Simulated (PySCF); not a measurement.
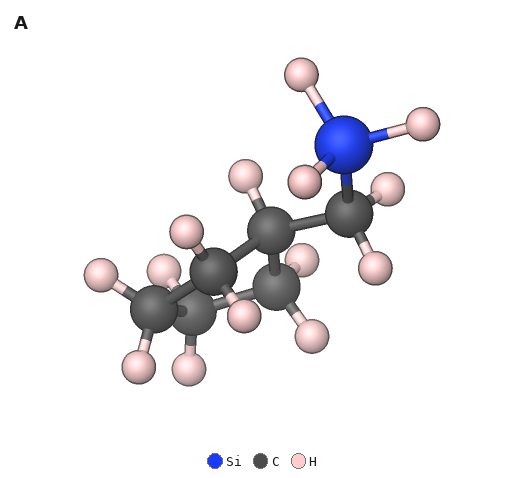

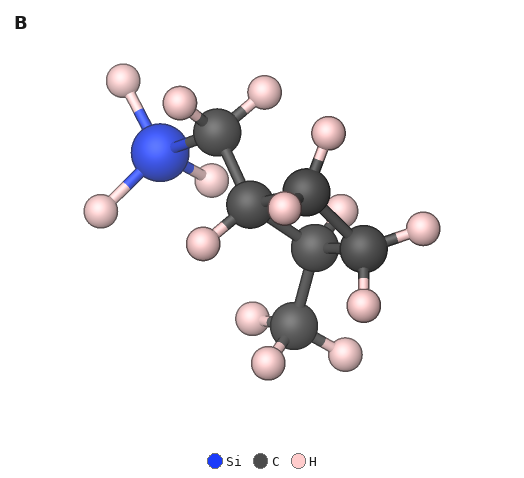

2 stationary structures of one formula. Geometries: GFN2-xTB. Electronic energies: PBE0/pcSseg-1 (PySCF 2.14.0), without zero-point energy. No frequency run is at hand to confirm each as a minimum. Each is one conformer, not always the lowest.

### Are they conformers, stereoisomers or constitutional isomers?

They are constitutional isomers of C6H14Si: A `[SiH3]CC1CCCC1`, B `C[C@@H]1CC[C@H]1C[SiH3]`.

### Which is lowest in energy, and by how much?

A is lowest; B lies 68.2 kJ/mol above it.

The geometry is semi-empirical. Around Si such bond lengths and angles can be off by a tenth of an ångström or more and by several degrees, and values that hang on the shape move with them.
